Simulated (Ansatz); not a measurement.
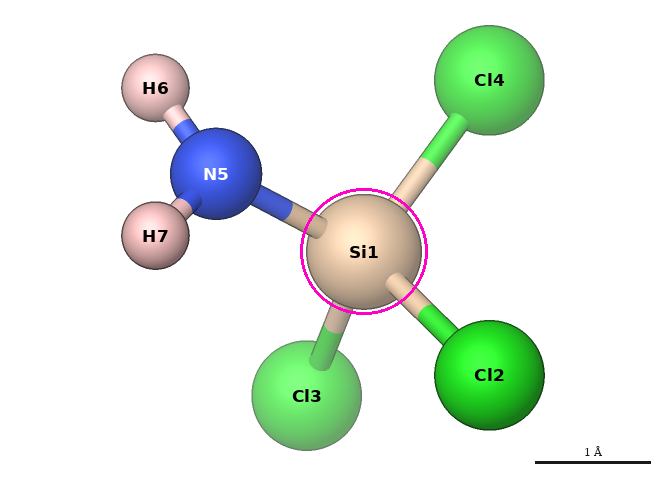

Orthographic view. Depth is shown by fading: the farther an atom, the more it takes the colour of the background. Computed geometry: PBE0-D4/def2-TZVP optimisation.

> Which atoms are bonded to the circled atom?

The circled atom is Si1; it is bonded to Cl2, Cl3, Cl4, N5.

> Which atom is farthest from the viewer?

Cl3, 1.8 Å behind the mean position.

> Of Si1 and Cl2, which is nearer the viewer?

Cl2; the bond to Si1 points away from the viewer, so it looks shorter than its 2.03 Å.
